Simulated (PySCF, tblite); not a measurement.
# C4H8SSi: geometry, infrared bands and NMR shifts

What infrared bands and NMR shifts should C4H8SSi (`C#C[SiH2]CSC`) show?

Computed with tblite 0.8.0 and PySCF 2.14.0, with density-fitted response routines of our own, on a single molecule in the gas phase. Atoms are numbered from 0 throughout.

**1. Starting geometry**

14 atoms, charge 0, multiplicity 1; geometry from: force field or distance geometry start.

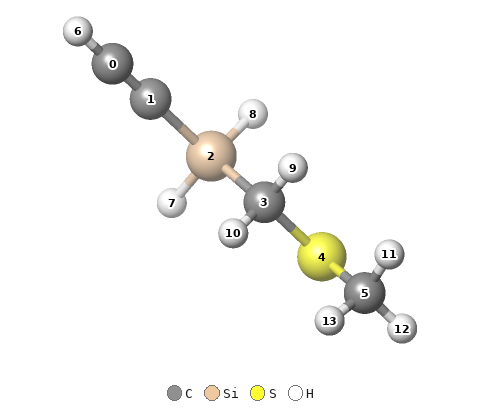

The starting geometry (carbon grey, silicon light orange, sulfur yellow, hydrogen white), atoms numbered; sticks join atoms by distance.

**2. Geometry optimisation with GFN2-xTB**

What the job is given:

```
{"job": {"kind": "relax", "xc": "GFN2-xTB", "basis": "xTB"}, "charge": 0, "multiplicity": 1}
C     -3.568800     1.336600    -0.800600
C     -2.754900     0.554000    -0.444000
Si    -1.446600    -0.694200     0.142400
C      0.256800     0.031400    -0.005400
S      1.482100    -1.202300     0.572400
C      2.977600    -0.221100     0.308600
H     -4.315500     2.040000    -1.126700
H     -1.753100    -1.059400     1.551100
H     -1.577100    -1.919000    -0.694400
H      0.469800     0.292300    -1.030600
H      0.340100     0.920800     0.619700
H      3.082100     0.048000    -0.740800
H      3.848500    -0.810900     0.614900
H      2.958300     0.683400     0.921600
```

On the command line:

```bash
$ OMP_NUM_THREADS=1 python probes_run.py task.json out
```

The driver reads the jobs from task.json and runs them one after another.

The program printed:

```text
step      E/eV     max force
  0    -476.65584    2.985
  1    -476.54510    6.739
  2    -476.75148    0.665
  3    -476.76223    0.277
  4    -476.76906    0.336
  5    -476.77186    0.147
  6    -476.77336    0.130
  7    -476.77471    0.121
  8    -476.77583    0.114
  9    -476.77682    0.072
 10    -476.77744    0.063
 11    -476.77776    0.046
 12    -476.77796    0.037
 13    -476.77812    0.029
 14    -476.77826    0.035
 15    -476.77835    0.024
 16    -476.77841    0.025
 17    -476.77849    0.027
 18    -476.77859    0.040
 19    -476.77875    0.051
 20    -476.77891    0.041
 21    -476.77904    0.025
 22    -476.77915    0.026
 23    -476.77930    0.042
 24    -476.77953    0.059
 25    -476.77983    0.063
 26    -476.78012    0.044
 27    -476.78037    0.040
 28    -476.78059    0.054
 29    -476.78079    0.055
 30    -476.78092    0.037
 31    -476.78099    0.025
 32    -476.78104    0.026
 33    -476.78114    0.045
 34    -476.78130    0.063
 35    -476.78150    0.060
 36    -476.78165    0.036
 37    -476.78174    0.032
 38    -476.78181    0.035
 39    -476.78190    0.043
 40    -476.78203    0.044
 41    -476.78214    0.031
 42    -476.78223    0.020
 43    -476.78230    0.026
 44    -476.78237    0.032
 45    -476.78244    0.026
 46    -476.78247    0.013
 47    -476.78249    0.011
 48    -476.78250    0.012
 49    -476.78251    0.014
 50    -476.78253    0.012
 51    -476.78254    0.007
```

It took 0.5 s on 1 thread of Arm Neoverse N1, shared host; peak memory 0.18 GiB.

Along the way: (not every step is listed) (the energy doesn't fall at every step)

| step | energy from step 0 (eV) | largest force (eV/Å) |
| --- | --- | --- |
| 0 | 0.0000 | 2.9847 |
| 1 | 0.1107 | 6.7394 |
| 2 | -0.0956 | 0.6649 |
| 3 | -0.1064 | 0.2772 |
| 4 | -0.1132 | 0.3361 |
| 5 | -0.1160 | 0.1472 |
| 6 | -0.1175 | 0.1303 |
| 7 | -0.1189 | 0.1207 |
| 8 | -0.1200 | 0.1136 |
| 11 | -0.1219 | 0.0464 |
| 14 | -0.1224 | 0.0348 |
| 17 | -0.1226 | 0.0274 |
| 20 | -0.1231 | 0.0414 |
| 23 | -0.1235 | 0.0424 |
| 26 | -0.1243 | 0.0441 |
| 29 | -0.1250 | 0.0555 |
| 32 | -0.1252 | 0.0257 |
| 35 | -0.1257 | 0.0601 |
| 38 | -0.1260 | 0.0345 |
| 41 | -0.1263 | 0.0306 |
| 44 | -0.1265 | 0.0324 |
| 46 | -0.1266 | 0.0132 |
| 47 | -0.1266 | 0.0114 |
| 48 | -0.1267 | 0.0115 |
| 49 | -0.1267 | 0.0140 |
| 50 | -0.1267 | 0.0124 |
| 51 | -0.1267 | 0.0073 |

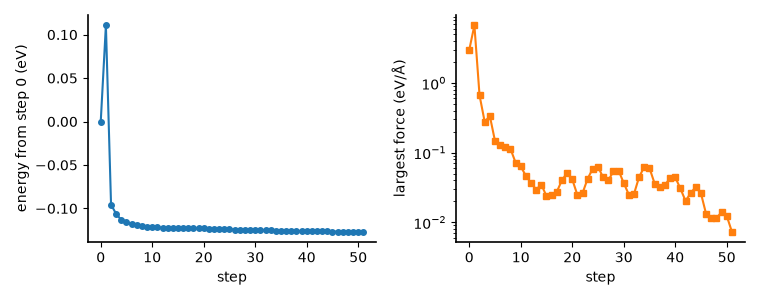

Energy and force, step by step.

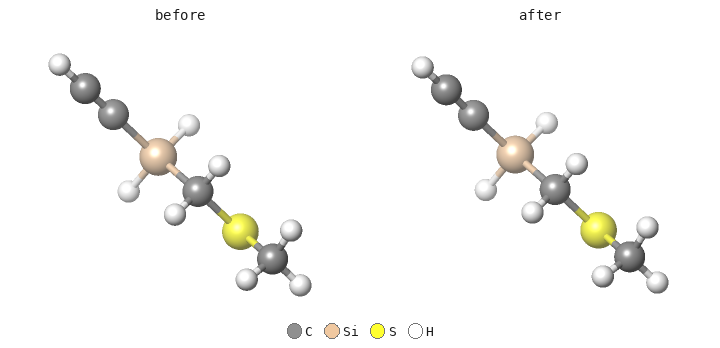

Before and after, at one scale.

Distances of close pairs at the start and the end, largest changes first:

| bond | before (Å) | after (Å) | change (Å) |
| --- | --- | --- | --- |
| Si2–C3 | 1.857 | 1.909 | +0.052 |
| C1–Si2 | 1.901 | 1.852 | -0.049 |
| Si2–H8 | 1.489 | 1.465 | -0.024 |
| C0–H6 | 1.076 | 1.053 | -0.024 |
| Si2–H7 | 1.487 | 1.465 | -0.022 |
| C0–C1 | 1.184 | 1.202 | +0.018 |
| C3–S4 | 1.832 | 1.819 | -0.013 |
| C5–H12 | 1.096 | 1.085 | -0.011 |

The end geometry stands in the next job.

**3. Harmonic vibrations with GFN2-xTB**

What the job is given:

```
{"job": {"kind": "ir", "xc": "GFN2-xTB", "basis": "xTB"}, "charge": 0, "multiplicity": 1}
C     -3.446869     1.365701    -0.802996
C     -2.684679     0.518521    -0.419585
Si    -1.517612    -0.791142     0.173549
C      0.215840    -0.008139     0.012025
S      1.488607    -1.184589     0.563950
C      2.962569    -0.161208     0.288782
H     -4.113593     2.107398    -1.139353
H     -1.790423    -1.101640     1.578922
H     -1.612473    -1.968833    -0.692309
H      0.438097     0.258043    -1.021065
H      0.305397     0.887484     0.626307
H      3.033042     0.097899    -0.764562
H      3.820133    -0.755949     0.585122
H      2.901285     0.735981     0.899442
```

The program printed:

```text
mode    cm-1     km/mol
  1      39.6      4.80
  2      57.1      0.03
  3      72.3      0.75
  4     150.4      0.69
  5     163.2      2.17
  6     215.5      2.75
  7     233.7      0.13
  8     280.9     13.93
  9     459.4     69.06
 10     546.4      4.22
 11     642.0     31.01
 12     677.7     11.30
 13     683.2     34.31
 14     693.5     32.82
 15     715.4    258.27
 16     730.6     34.04
 17     752.4     53.53
 18     762.3    209.42
 19     791.7    164.59
 20     943.4      2.43
 21     945.1     25.09
 22    1063.6     15.18
 23    1169.1      2.52
 24    1318.3      4.53
 25    1438.8     14.60
 26    1452.6      5.59
 27    1453.7      2.71
 28    2208.1     41.69
 29    2243.7    380.77
 30    2249.4    132.92
 31    2964.8     30.36
 32    2974.6     17.98
 33    3015.6      9.44
 34    3016.4     14.05
 35    3061.0      7.18
 36    3352.7      1.00
```

Wall time 0.69 s (1 thread of Arm Neoverse N1, shared host); peak memory 0.18 GiB.

Which atoms move in the most intense modes:

| cm⁻¹ | km/mol | atoms |
| --- | --- | --- |
| 459 | 69.1 | H8 34 %, H7 33 %, Si2 13 % |
| 715 | 258.3 | Si2 18 %, C5 17 %, H7 17 %, H8 17 % |
| 752 | 53.5 | H9 31 %, H10 31 %, C3 25 % |
| 762 | 209.4 | H7 45 %, H8 45 % |
| 792 | 164.6 | C3 56 %, Si2 19 % |
| 2208 | 41.7 | C1 56 %, C0 34 % |
| 2244 | 380.8 | H7 53 %, H8 43 % |
| 2249 | 132.9 | H8 54 %, H7 44 % |

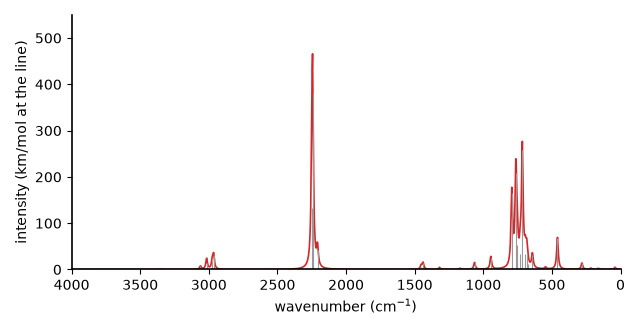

The infrared spectrum from these modes, unscaled. Lines are broadened to a width of 14 cm⁻¹ (Lorentzian).

**4. Shielding tensors: PBE0/pcSseg-1**

The job, as its differences from that of step 3:

```diff
@@ -1,2 +1,2 @@
-{"job": {"kind": "ir", "xc": "GFN2-xTB", "basis": "xTB"}, "charge": 0, "multiplicity": 1}
+{"job": {"kind": "nmr", "xc": "PBE0", "basis": "pcSseg-1"}, "charge": 0, "multiplicity": 1}
 C     -3.446869     1.365701    -0.802996
```

Method: GIAO PBE0/pcSseg-1 NMR shielding, non-relativistic, gas phase.

The program printed:

```text
coarse grid: 12552 points
cycle   1  E = -844.2690757775  dE =  3.962e-01  |g| = 4.000e-01  |ddm| = 3.423e+00
cycle   2  E = -844.2724681485  dE = -3.392e-03  |g| = 3.866e-01  |ddm| = 8.738e-01
cycle   3  E = -844.3094830741  dE = -3.701e-02  |g| = 9.826e-02  |ddm| = 3.922e-01
cycle   4  E = -844.3114547156  dE = -1.972e-03  |g| = 4.462e-02  |ddm| = 9.423e-02
cycle   5  E = -844.3119427452  dE = -4.880e-04  |g| = 1.010e-02  |ddm| = 3.898e-02
cycle   6  E = -844.3119698218  dE = -2.708e-05  |g| = 2.625e-03  |ddm| = 1.312e-02
cycle   7  E = -844.3119713377  dE = -1.516e-06  |g| = 5.456e-04  |ddm| = 2.478e-03
final grid: 111480 points
cycle   8  E = -844.3513315195  dE = -2.262e-05  |g| = 7.582e-03  |ddm| = 2.679e-02
cycle   9  E = -844.3513239836  dE =  7.536e-06  |g| = 9.306e-03  |ddm| = 1.403e-02
cycle  10  E = -844.3513456153  dE = -2.163e-05  |g| = 6.620e-04  |ddm| = 8.220e-03
cycle  11  E = -844.3513457193  dE = -1.040e-07  |g| = 2.683e-04  |ddm| = 8.553e-04
cycle  12  E = -844.3513457335  dE = -1.421e-08  |g| = 1.355e-04  |ddm| = 2.723e-04
cycle  13  E = -844.3513457381  dE = -4.598e-09  |g| = 2.743e-05  |ddm| = 1.064e-04
cycle  14  E = -844.3513457383  dE = -1.839e-10  |g| = 7.689e-06  |ddm| = 3.099e-05
converged SCF energy = -844.3513457383

GIAO shielding tensors (ppm)
atom      isotropic    diamagn.    paramagn.     s11        s22        s33       span
  0 C       81.951     260.365    -178.414     -2.455     -0.293    248.601    251.056
  1 C      100.986     258.341    -157.355      2.893      9.724    290.340    287.447
  2 Si     417.751     879.400    -461.649    395.496    409.865    447.891     52.395
  3 C      162.944     256.527     -93.583    141.900    159.762    187.171     45.271
  4 S      577.143    1056.961    -479.818    444.922    490.880    795.627    350.705
  5 C      160.461     250.629     -90.168    140.883    154.926    185.574     44.691
  6 H       29.779      32.869      -3.090     24.669     24.789     39.878     15.209
  7 H       27.283      27.646      -0.363     23.416     26.322     32.112      8.695
  8 H       27.285      27.637      -0.353     23.419     26.321     32.115      8.696
  9 H       29.736      33.613      -3.877     24.270     29.388     35.549     11.279
 10 H       29.733      33.632      -3.898     24.267     29.385     35.548     11.281
 11 H       29.525      30.219      -0.695     24.616     27.514     36.445     11.829
 12 H       29.676      28.393       1.283     24.511     26.334     38.183     13.672
 13 H       29.526      30.233      -0.706     24.622     27.513     36.444     11.823
```

It took 33 s on 1 thread of Arm Neoverse N1, shared host; peak memory 0.72 GiB.

Shifts follow as δ = σ(reference) − σ, with reference shieldings (ppm) from runs at the same level and on the same kind of geometry: 1H TMS 31.72, 13C TMS 186.9, 29Si TMS 349.2, 33S CS2 504. The references are single molecules in the gas phase. Atoms listed in one row are averaged.

| atoms | environment | σ (ppm) | δ (ppm) | δ scaled to CDCl3 |
| --- | --- | --- | --- | --- |
| C0 | terminal alkyne carbon | 82.0 | 105.0 | 100.5 |
| C1 | alkyne carbon | 101.0 | 85.9 | 82.0 |
| C5 | methyl carbon bonded to S | 160.5 | 26.5 | 19.5 |
| C3 | sp3 CH2 bonded to S and Si | 162.9 | 24.0 | 17.1 |
| H7, H8 | hydrogen on a silicon bonded to 2 C | 27.28 | 4.43 | – |
| H11, H12, H13 | hydrogen on a methyl carbon bonded to S | 29.58 | 2.14 | 2.12 |
| H9, H10 | hydrogen on an sp3 CH2 bonded to S and Si | 29.73 | 1.98 | 1.97 |
| H6 | hydrogen on a terminal alkyne carbon | 29.78 | 1.94 | 1.93 |
| Si2 | silicon bonded to 2 C, 2 H | 417.8 | -68.6 | – |
| S4 | sulfide sulfur | 577 | -73 | – |

The scaled column applies a straight-line fit of computed shieldings to shifts measured in CDCl3, with any fitted terms for Cl, Br or S neighbours (root-mean-square error 0.16 ppm for H, 1.9 ppm for C).

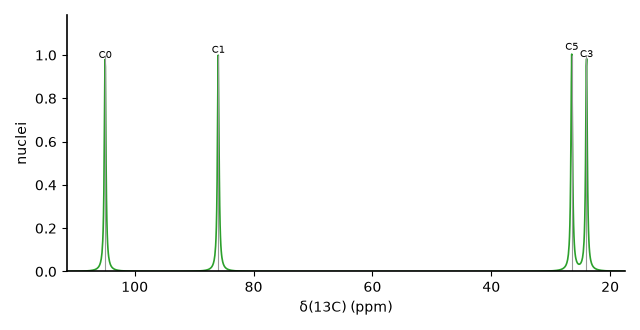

13C lines at the computed shifts, without couplings. Lines are broadened to a width of 0.32 ppm (Lorentzian).

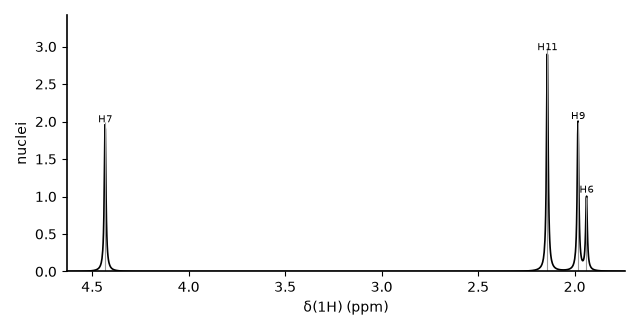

1H lines at the computed shifts, without couplings. Lines are broadened to a width of 0.01 ppm (Lorentzian).

The run also stored atomic charges by several schemes (e):

| atoms | Mulliken | IAO | Hirshfeld | ESP fit |
| --- | --- | --- | --- | --- |
| C0 | -0.19 | -0.19 | -0.09 | -0.30 |
| C1 | -0.19 | -0.33 | -0.16 | -0.24 |
| Si2 | 0.74 | 0.79 | 0.36 | 0.60 |
| C3 | -0.64 | -0.62 | -0.16 | -0.65 |
| S4 | -0.08 | 0.07 | -0.02 | -0.14 |
| C5 | -0.37 | -0.50 | -0.12 | -0.41 |

Hirshfeld charges:

C0 -0.09; C1 -0.16; Si2 0.36; C3 -0.16; S4 -0.02; C5 -0.12; H6 0.10; H7 -0.07; H8 -0.07; H9 0.04; H10 0.04; H11 0.04; H12 0.05; H13 0.04

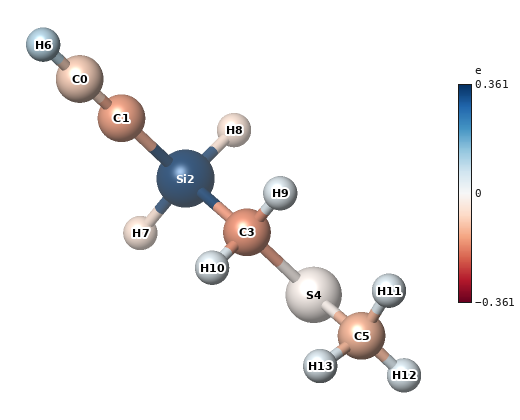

Hirshfeld charges, as colours on the atoms.

Mayer bond orders: C0–C1 2.55, C1–Si2 0.92, Si2–C3 0.86, C3–S4 0.99, S4–C5 1.00.

**5. Outcome**

| quantity | value |
| --- | --- |
| strongest single infrared mode (GFN2-xTB) | 2244 cm⁻¹, 381 km/mol |
| zero-point energy (GFN2-xTB) | 62.2 kcal/mol |
| 13C shifts against TMS (PBE0/pcSseg-1) | 105.0, 85.9, 26.5, 24.0 ppm |
| 1H shifts against TMS (PBE0/pcSseg-1, means over atoms taken as alike) | 4.43, 2.14, 1.98, 1.94 ppm |
| 29Si shifts against TMS (PBE0/pcSseg-1) | -68.6 ppm |
| 33S shifts against CS2 (PBE0/pcSseg-1) | -73 ppm |

In words: Relaxing lowered the energy by 0.127 eV in 51 steps; the close pair that moved most is Si2–C3, from 1.857 to 1.909 Å. All 36 modes are real, so the xTB geometry is a minimum. The strongest single mode, at 2244 cm⁻¹, moves mainly H7 and H8. Unscaled tight-binding wavenumbers are off by several per cent, some by more. Its intensities can rank the bands wrongly. At PBE0/pcSseg-1: The largest span, 351 ppm, is at S4, where the paramagnetic term is -480 ppm.
